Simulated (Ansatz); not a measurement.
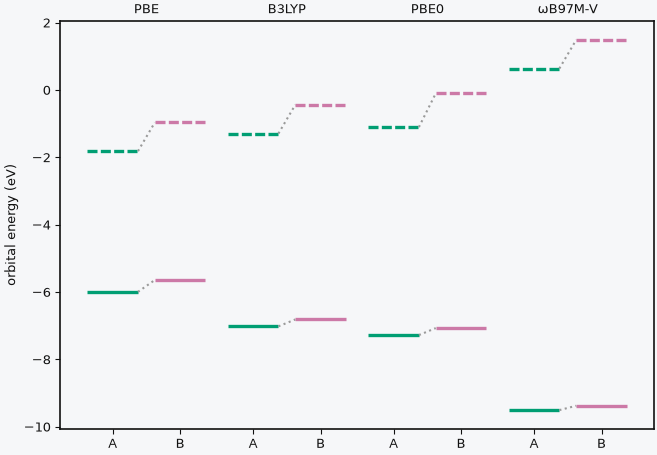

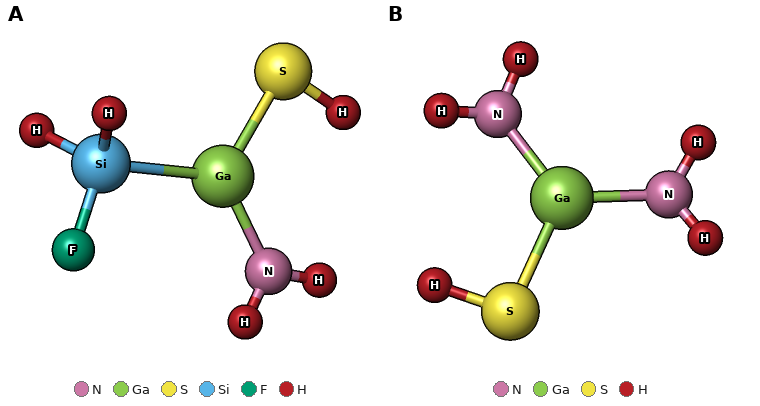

One change: A, GaSiNH₅SF (SMILES [NH2][Ga]([SH])[SiH2]F), becomes B, GaN₂H₅S (SMILES [NH2][Ga]([NH2])[SH]). SiH₂F (bound through Si) on Ga is replaced by NH₂. HOMO (solid) and LUMO (dashed) computed in def2-TZVPP at PBE0-D4/def2-TZVP geometries, both minima by their frequencies, gas phase, the Ansatz code. Empty levels above zero depend strongly on the basis.

**What does the change do to HOMO and LUMO?**

PBE: the HOMO rises by 0.35 eV, the LUMO rises by 0.85 eV, and the separation goes from 4.18 to 4.68 eV. B3LYP: the HOMO rises by 0.20 eV, the LUMO rises by 0.86 eV, and the separation goes from 5.72 to 6.37 eV. PBE0: the HOMO rises by 0.21 eV, the LUMO rises by 1.00 eV, and the separation goes from 6.18 to 6.97 eV. ωB97M-V: the HOMO rises by 0.13 eV, the LUMO rises by 0.85 eV, and the separation goes from 10.14 to 10.87 eV.

**Do the functionals agree on the effect?**

They agree on the direction for both levels; the HOMO shift lies between 0.13 and 0.35 eV and the LUMO shift between 0.85 and 1.00 eV, while the separations themselves differ by up to 6.2 eV between functionals.

Note: one conformer of each flexible molecule.
